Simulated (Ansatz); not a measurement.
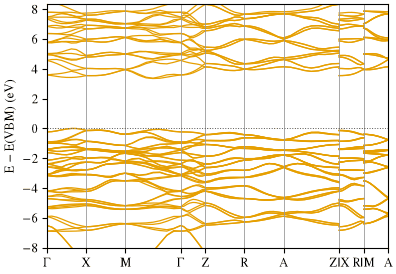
Fig. 1. Band structure from the program Ansatz at the r²SCAN with spin–orbit coupling level (PAW)

The gap is 3.34 eV; an edge lies off the plotted path or next to a special point (maximum on the Γ–X line, 68 % of the way from Γ, minimum off the standard path).

The material is TeO2 in space group P4_32_12 (No. 96; Te on 4a, O on 8b).

The workflow started from a Materials Project entry (that database holds measured and hypothetical structures alike); the Crystallography Open Database copy checked does not list it. COD files the formula under space group No. 19, 61, 92, 136, so this cell is another polymorph or a model. Its standing as an ambient phase is unchecked. Symmetry was held in the r²SCAN relaxation; its stability against distortions is not shown here.

Potentials: the later of the program's two PAW sets.
